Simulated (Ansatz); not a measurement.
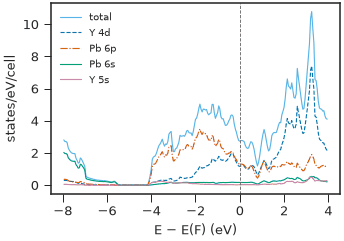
*Total and projected density of states of YPb2 in space group Cmcm (No. 63; Y on 4c, Pb on 4c, Pb on 4c), DFT-r²SCAN in the program Ansatz with PAW potentials*

Problem. Which orbitals carry the states next to the Fermi level?

Solution. Within 0.5 eV of the Fermi level: Pb 6p 47 %, Y 4d 44 %, Pb 6s 6 %. Projections are on Löwdin-orthogonalised atomic valence shells; empty p or d shells of many metals are not among them.

Problem. Where is the tallest occupied peak in this window, and what makes it?

Solution. Near -1.8 eV, about 5.0 states/eV per cell; the largest projected share is Pb 6p.

The workflow started from a Materials Project entry (that database holds measured and hypothetical structures alike); the Crystallography Open Database files this formula in space group No. 63, but the cells were not matched. Whether it is the stable phase at ambient conditions was not checked. The cell was relaxed with r²SCAN under the symmetry of its start; its stability against distortions is not shown here. No spin polarisation was allowed. Spin–orbit coupling is left out wherever it is not named.

Potentials: the later of the program's two PAW sets.
